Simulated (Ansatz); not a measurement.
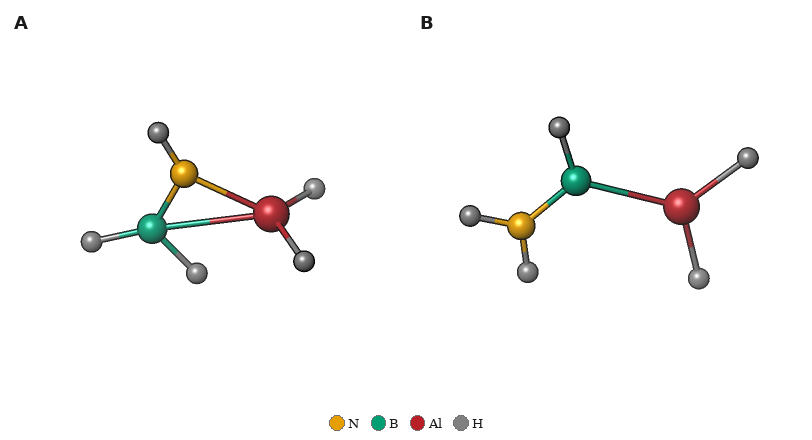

2 stationary structures of one formula. Geometries: PBE-D4/def2-SVP. Electronic energies: PBE-D4/def2-SVP (Ansatz 0.2.0), without zero-point energy. No frequency run is at hand to confirm each as a minimum. Each is one conformer, not always the lowest.

> Which is lowest in energy, and by how much?

A is lowest (Cs); B lies 24.6 kcal/mol above it (Cs).
